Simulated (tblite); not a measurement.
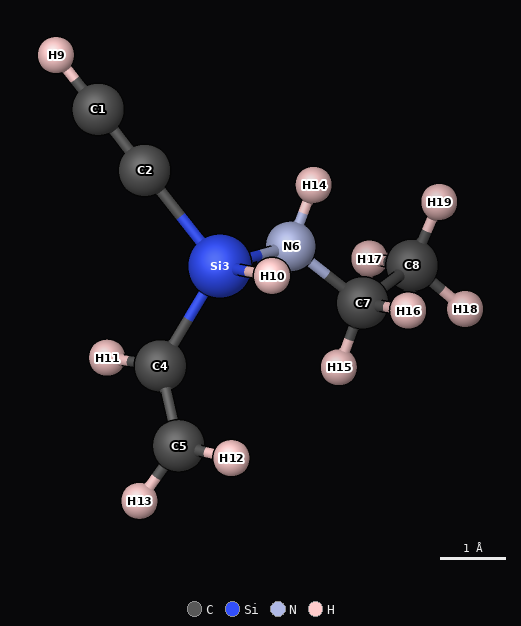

Figure 1. The starting structure (ball-and-stick view, seen at a tilt; atoms are numbered from 1 in the order of the input).

**Run report: C₆H₁₁NSi, geometry relaxation (part 1 of 2)**

The run: geometry relaxation of C₆H₁₁NSi. Method and program: GFN2-xTB geometry optimisation, gas phase (tblite 0.8.0).

### The input
```
{"job": {"xc": "GFN2-xTB", "basis": "xTB", "kind": "relax"}, "charge": 0, "multiplicity": 1}
C     -1.776300     3.136500    -1.384900
C     -1.496700     2.155400    -0.777400
Si    -1.016600     0.609800     0.190700
C     -1.728900    -0.900600    -0.560400
C     -2.217200    -1.972500     0.110200
N      0.668400     0.479600     0.202900
C      1.419900    -0.538900     0.927300
C      2.918300    -0.362100     0.695100
H     -2.038800     4.011800    -1.932600
H     -1.443400     0.740600     1.606300
H     -1.723500    -0.904600    -1.638100
H     -2.244800    -2.029600     1.189400
H     -2.610000    -2.823000    -0.435400
H      1.051700     1.396300     0.434200
H      1.123100    -1.536100     0.600200
H      1.218100    -0.472300     2.019700
H      3.155400    -0.448000    -0.370700
H      3.471600    -1.145100     1.226500
H      3.259700     0.612000     1.052300
```

The first line tells a small driver script what to run in tblite; the rest is the geometry in Å.

Run as:
```bash
OMP_NUM_THREADS=1 python <driver script> task.json out
```

### What the program printed
```
step      E/eV     max force
  0    -625.57791    2.363
  1    -625.55305    5.194
  2    -625.68749    0.991
  3    -625.70086    1.221
  4    -625.72228    0.396
  5    -625.74981    0.623
  6    -625.77599    0.825
  7    -625.79217    0.424
  8    -625.79885    0.189
  9    -625.80501    0.326
 10    -625.81103    0.426
 11    -625.81575    0.278
 12    -625.81835    0.100
 13    -625.82001    0.152
 14    -625.82170    0.217
 15    -625.82320    0.156
 16    -625.82421    0.087
 17    -625.82493    0.078
 18    -625.82561    0.126
 19    -625.82621    0.100
 20    -625.82666    0.051
 21    -625.82702    0.052
 22    -625.82738    0.093
 23    -625.82771    0.082
 24    -625.82798    0.036
 25    -625.82798    0.036
 26    -625.82810    0.030
 27    -625.82840    0.048
 28    -625.82851    0.167
 29    -625.82879    0.047
 30    -625.82905    0.070
 31    -625.82948    0.096
 32    -625.82980    0.063
 33    -625.83027    0.059
 34    -625.83081    0.089
 35    -625.83148    0.121
 36    -625.83219    0.102
 37    -625.83296    0.069
 38    -625.83379    0.067
 39    -625.83476    0.092
 40    -625.83590    0.104
 41    -625.83722    0.091
 42    -625.83870    0.094
 43    -625.84029    0.114
 44    -625.84194    0.126
 45    -625.84363    0.105
 46    -625.84535    0.115
 47    -625.84711    0.111
 48    -625.84884    0.118
 49    -625.85041    0.107
 50    -625.85179    0.092
 51    -625.85311    0.111
 52    -625.85415    0.122
 53    -625.85341    0.161
 54    -625.85565    0.068
 55    -625.85598    0.043
 56    -625.85631    0.035
 57    -625.85641    0.030
 58    -625.85669    0.031
 59    -625.85684    0.034
 60    -625.85708    0.039
 61    -625.85741    0.045
 62    -625.85794    0.064
 63    -625.85853    0.060
 64    -625.85900    0.063
 65    -625.85937    0.062
 66    -625.85983    0.065
 67    -625.86047    0.095
 68    -625.86124    0.097
 69    -625.86184    0.059
 70    -625.86216    0.051
 71    -625.86237    0.048
 72    -625.86259    0.045
 73    -625.86279    0.049
 74    -625.86295    0.029
 75    -625.86305    0.026
 76    -625.86313    0.021
 77    -625.86318    0.020
 78    -625.86323    0.015
 79    -625.86326    0.016
 80    -625.86331    0.021
 81    -625.86337    0.020
 82    -625.86343    0.022
 83    -625.86349    0.020
 84    -625.86354    0.019
 85    -625.86359    0.019
 86    -625.86364    0.020
 87    -625.86369    0.016
 88    -625.86372    0.016
 89    -625.86377    0.017
 90    -625.86383    0.023
 91    -625.86391    0.029
 92    -625.86399    0.027
 93    -625.86406    0.051
 94    -625.86412    0.037
 95    -625.86419    0.023
 96    -625.86426    0.020
 97    -625.86428    0.013
 98    -625.86431    0.012
 99    -625.86433    0.012
100    -625.86436    0.013
101    -625.86439    0.013
102    -625.86443    0.016
103    -625.86449    0.017
104    -625.86455    0.020
105    -625.86462    0.018
106    -625.86470    0.021
107    -625.86477    0.021
108    -625.86485    0.026
109    -625.86494    0.029
110    -625.86505    0.023
111    -625.86515    0.022
112    -625.86523    0.017
113    -625.86530    0.022
114    -625.86537    0.027
115    -625.86544    0.023
116    -625.86552    0.016
117    -625.86556    0.021
118    -625.86562    0.023
119    -625.86568    0.015
120    -625.86574    0.017
121    -625.86578    0.015
122    -625.86582    0.016
123    -625.86587    0.015
124    -625.86593    0.019
125    -625.86600    0.021
126    -625.86607    0.024
127    -625.86614    0.027
128    -625.86620    0.022
129    -625.86625    0.017
130    -625.86628    0.013
131    -625.86631    0.015
132    -625.86635    0.022
133    -625.86639    0.023
134    -625.86644    0.018
135    -625.86648    0.014
136    -625.86651    0.016
137    -625.86656    0.021
138    -625.86660    0.019
139    -625.86664    0.014
140    -625.86667    0.013
141    -625.86670    0.017
142    -625.86674    0.020
143    -625.86678    0.017
144    -625.86681    0.019
145    -625.86685    0.018
146    -625.86689    0.020
147    -625.86694    0.021
148    -625.86699    0.021
149    -625.86703    0.017
150    -625.86707    0.016
151    -625.86711    0.019
152    -625.86715    0.018
153    -625.86719    0.016
154    -625.86722    0.017
155    -625.86726    0.019
156    -625.86730    0.021
157    -625.86734    0.055
158    -625.86740    0.018
159    -625.86745    0.029
160    -625.86750    0.016
161    -625.86754    0.021
162    -625.86759    0.026
163    -625.86767    0.033
164    -625.86774    0.026
165    -625.86779    0.018
166    -625.86782    0.018
167    -625.86786    0.019
168    -625.86789    0.018
169    -625.86791    0.011
170    -625.86792    0.010
171    -625.86794    0.010
172    -625.86795    0.011
173    -625.86797    0.010
174    -625.86797    0.005
175    -625.86798    0.006
176    -625.86799    0.009
177    -625.86800    0.010
178    -625.86801    0.009
179    -625.86803    0.009
180    -625.86804    0.008
181    -625.86805    0.008
182    -625.86806    0.007
183    -625.86807    0.007
184    -625.86808    0.010
185    -625.86809    0.010
186    -625.86810    0.007
187    -625.86812    0.008
188    -625.86813    0.011
189    -625.86815    0.017
190    -625.86817    0.018
191    -625.86819    0.015
192    -625.86821    0.017
193    -625.86824    0.014
194    -625.86826    0.014
195    -625.86829    0.010
196    -625.86831    0.011
197    -625.86834    0.014
198    -625.86836    0.019
199    -625.86840    0.019
200    -625.86843    0.012
201    -625.86845    0.012
202    -625.86848    0.016
203    -625.86851    0.021
204    -625.86854    0.019
205    -625.86856    0.020
206    -625.86858    0.009
207    -625.86860    0.011
208    -625.86861    0.011
209    -625.86862    0.006
210    -625.86863    0.006
211    -625.86864    0.006
212    -625.86865    0.008
213    -625.86866    0.010
214    -625.86866    0.010
215    -625.86867    0.007
216    -625.86867    0.006
217    -625.86868    0.006
218    -625.86869    0.009
219    -625.86870    0.008
220    -625.86870    0.022
221    -625.86871    0.009
222    -625.86871    0.010
223    -625.86873    0.011
224    -625.86874    0.012
225    -625.86876    0.012
226    -625.86878    0.011
227    -625.86879    0.014
228    -625.86881    0.011
229    -625.86882    0.014
230    -625.86885    0.013
231    -625.86887    0.011
232    -625.86888    0.010
233    -625.86890    0.009
234    -625.86891    0.009
235    -625.86892    0.007
236    -625.86892    0.006
237    -625.86893    0.010
238    -625.86893    0.007
239    -625.86893    0.004
240    -625.86893    0.004
```

### Trajectory as extended XYZ (Å, eV, eV/Å), 12 frames, from step=0 to step=240
```
19
Properties=species:S:1:pos:R:3:forces:R:3 step=0 energy=-625.57791
C    -1.7763    3.1365   -1.3849   -0.4840   1.6090  -1.0090
C    -1.4967    2.1554   -0.7774    0.6690  -1.8540   1.1320
Si   -1.0166    0.6098    0.1907   -1.0420   1.1450   0.7190
C    -1.7289   -0.9006   -0.5604   -0.9710  -2.0720   0.5900
C    -2.2172   -1.9725    0.1102    0.5340   1.2150  -1.1420
N     0.6684    0.4796    0.2029    1.5260   0.2750   0.1780
C     1.4199   -0.5389    0.9273    0.0770   0.3540   0.2600
C     2.9183   -0.3621    0.6951    0.1760  -0.2200  -0.0870
H    -2.0388    4.0118   -1.9326    0.0990  -0.3640   0.2330
H    -1.4434    0.7406    1.6063   -0.3290   0.1130  -0.0860
H    -1.7235   -0.9046   -1.6381   -0.1500  -0.2810  -0.1890
H    -2.2448   -2.0296    1.1894    0.0230   0.1030  -0.1980
H    -2.6100   -2.8230   -0.4354    0.0520   0.0540   0.1940
H     1.0517    1.3963    0.4342    0.2890  -0.2830  -0.2260
H     1.1231   -1.5361    0.6002   -0.2120   0.1060  -0.1370
H     1.2181   -0.4723    2.0197    0.0490  -0.0570  -0.3240
H     3.1554   -0.4480   -0.3707   -0.1080   0.0790   0.2320
H     3.4716   -1.1451    1.2265   -0.1250   0.2150  -0.0880
H     3.2597    0.6120    1.0523   -0.0740  -0.1360  -0.0520
19
Properties=species:S:1:pos:R:3:forces:R:3 step=21 energy=-625.82702
C    -1.7583    3.0966   -1.3582    0.0000  -0.0050  -0.0010
C    -1.4375    2.1211   -0.7349   -0.0070  -0.0040   0.0210
Si   -1.0322    0.6201    0.2742   -0.0130   0.0070  -0.0100
C    -1.7198   -0.9250   -0.5650    0.0250   0.0430  -0.0150
C    -2.2121   -1.9686    0.0812   -0.0050  -0.0180   0.0060
N     0.6915    0.5486    0.2675   -0.0320  -0.0010   0.0210
C     1.4279   -0.5027    0.9391   -0.0180   0.0280   0.0010
C     2.9236   -0.3739    0.6877   -0.0190  -0.0080  -0.0120
H    -2.0284    3.9506   -1.9118    0.0140  -0.0120  -0.0020
H    -1.6542    0.7615    1.6090    0.0060   0.0050  -0.0190
H    -1.7210   -0.9416   -1.6492    0.0090  -0.0190   0.0230
H    -2.2409   -2.0056    1.1598   -0.0120   0.0010  -0.0190
H    -2.6120   -2.8360   -0.4242    0.0180  -0.0020   0.0030
H     1.1774    1.4337    0.3150    0.0100  -0.0380   0.0260
H     1.0588   -1.4593    0.5551    0.0100   0.0320   0.0250
H     1.2474   -0.4915    2.0258    0.0000   0.0150  -0.0090
H     3.1361   -0.4454   -0.3758    0.0030   0.0060  -0.0090
H     3.4606   -1.1618    1.2102    0.0070  -0.0050  -0.0250
H     3.2831    0.5885    1.0500    0.0020  -0.0240  -0.0060
19
Properties=species:S:1:pos:R:3:forces:R:3 step=43 energy=-625.84029
C    -1.7372    3.0957   -1.3819    0.0280  -0.0920   0.0610
C    -1.4532    2.1259   -0.7302   -0.0070   0.0530  -0.0100
Si   -1.0587    0.6356    0.3037   -0.0580  -0.0370  -0.0380
C    -1.6698   -0.9317   -0.5607    0.0550  -0.0360   0.0140
C    -2.1828   -1.9804    0.0626   -0.0110   0.0130   0.0260
N     0.6655    0.5790    0.3389   -0.0380   0.0640   0.0380
C     1.4111   -0.4719    0.9944   -0.0180  -0.0140  -0.0110
C     2.8849   -0.4009    0.6202    0.0230   0.0040  -0.0150
H    -1.9768    3.9441   -1.9586    0.0050  -0.0330   0.0150
H    -1.6919    0.7756    1.6355   -0.0330  -0.0110  -0.0890
H    -1.5620   -0.9863   -1.6389    0.0120   0.0480   0.0360
H    -2.3190   -1.9882    1.1334   -0.0030  -0.0170  -0.0050
H    -2.4984   -2.8792   -0.4509    0.0140   0.0680   0.0060
H     1.1326    1.4675    0.4459    0.0390   0.0530  -0.0290
H     0.9836   -1.4236    0.6741   -0.0180  -0.0600  -0.0210
H     1.3104   -0.4162    2.0891    0.0230  -0.0010   0.0230
H     2.9986   -0.4128   -0.4604   -0.0200  -0.0080  -0.0270
H     3.4315   -1.2425    1.0373   -0.0230  -0.0120   0.0270
H     3.3220    0.5194    1.0020    0.0280   0.0180  -0.0010
19
Properties=species:S:1:pos:R:3:forces:R:3 step=65 energy=-625.85937
C    -1.6954    3.0721   -1.4097   -0.0040  -0.0030  -0.0190
C    -1.4397    2.1265   -0.7146   -0.0130  -0.0270  -0.0050
Si   -1.0912    0.6550    0.3574    0.0310   0.0130   0.0150
C    -1.5191   -0.9549   -0.5310    0.0090   0.0120   0.0100
C    -2.1255   -1.9852    0.0352   -0.0030   0.0040   0.0040
N     0.6170    0.6777    0.5567    0.0250   0.0030  -0.0200
C     1.3971   -0.4130    1.0892   -0.0140  -0.0130  -0.0070
C     2.7964   -0.4457    0.4818   -0.0080  -0.0070   0.0300
H    -1.9109    3.8977   -2.0262    0.0020   0.0060   0.0130
H    -1.8827    0.7722    1.5984   -0.0190  -0.0100  -0.0010
H    -1.2262   -1.0408   -1.5712   -0.0070   0.0080   0.0030
H    -2.4389   -1.9625    1.0673   -0.0120   0.0130   0.0060
H    -2.3444   -2.9019   -0.4928    0.0110   0.0000  -0.0170
H     1.0798    1.5664    0.6753   -0.0040   0.0100   0.0110
H     0.8685   -1.3387    0.8515   -0.0030  -0.0180  -0.0170
H     1.4785   -0.3523    2.1862    0.0140   0.0140  -0.0210
H     2.7406   -0.4276   -0.6046   -0.0400  -0.0250   0.0400
H     3.3103   -1.3503    0.7959    0.0410   0.0010  -0.0170
H     3.3762    0.4144    0.8107   -0.0080   0.0190  -0.0090
```
